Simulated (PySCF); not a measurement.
# C₄H₁₀BFSi: what the fields show

Input

```
{"job": {"kind": "nmr", "xc": "PBE0", "basis": "pcSseg-1"}, "charge": 0, "multiplicity": 1}
C     -0.704073    -1.926683    -0.250102
B     -0.503821    -0.390242     0.021147
Si    -2.034277     0.826745     0.265767
C      0.953530     0.166615     0.084984
C      1.312726     1.333242    -0.797589
C      1.888306    -0.287615     0.913814
F      1.665594    -1.302647     1.779318
H     -0.403111    -2.156961    -1.274515
H     -1.725115    -2.282118    -0.127988
H     -0.056557    -2.533974     0.381355
H     -2.204409     1.242409     1.666904
H     -1.937804     2.085034    -0.496612
H     -3.324135     0.244892    -0.136764
H      0.696046     2.193752    -0.543219
H      1.121246     1.086005    -1.840860
H      2.360649     1.605277    -0.690049
H      2.888208     0.108300     1.034500
```

Command:

```sh
OMP_NUM_THREADS=1 python probes_run.py task.json out
```

Geometry: GFN2-xTB.

These are results of PySCF 2.14.0, PBE0/pcSseg-1, SCF density, gas phase, non-relativistic, not measurements.

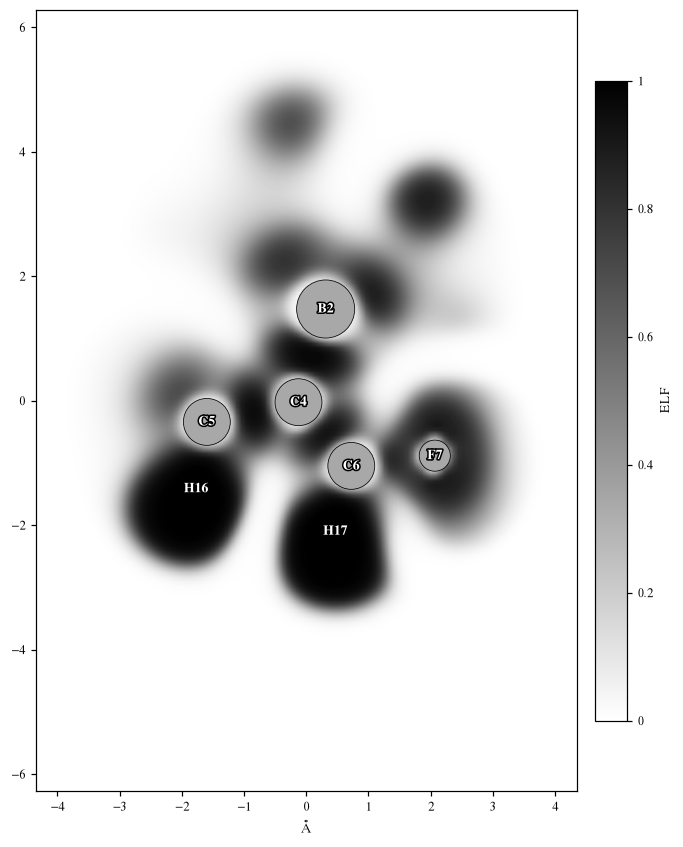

Figure 1. Electron localisation function on the plane of atoms C5, C4 and C6. Grey discs cover the atomic cores.

Read the bonding off the picture.

Answer. The plane passes through B, C, F and H nuclei. C–C (1.33 Å): the ELF peaks at about 0.90 between the atoms; a multiple bond. C–F (1.35 Å): the ELF peaks at about 0.85 between the atoms, as expected for a polar covalent bond. C–B (1.56 Å): the ELF peaks at about 0.95 between the atoms, as expected for a shared electron pair. C–H (1.08 Å): the ELF climbs to about 1 towards the hydrogen, as it does in any bond to H (a covalent bond by its length). C–C (1.51 Å): the ELF peaks at about 0.95 between the atoms: localised, covalent bonding. The ELF also peaks beside F7, away from the bonds: lone-pair regions.

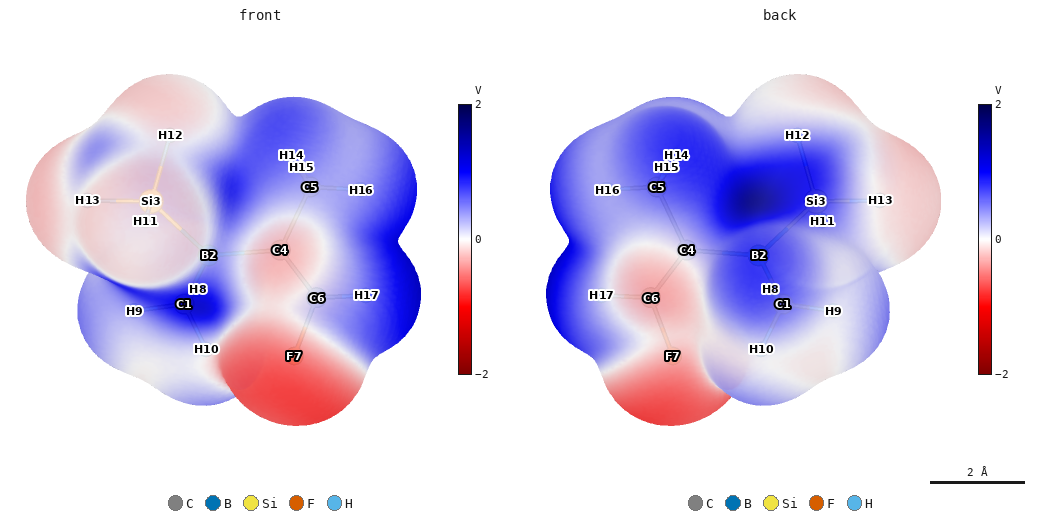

Figure 2. The electrostatic potential painted on the density surface at 0.002 e/bohr³, seen from the front and from behind; the colour scale runs from red (negative) to blue (positive).

Which sites attract a positive test charge, and which a negative one?

Answer. A positive charge is drawn to the negative regions and a negative charge to the positive ones. The most negative region (about −0.8 V) lies over F7, the most positive (about +1.5 V) over B2.

How polar is the molecule by this calculation?

Answer. Its dipole moment is 1.80 D.
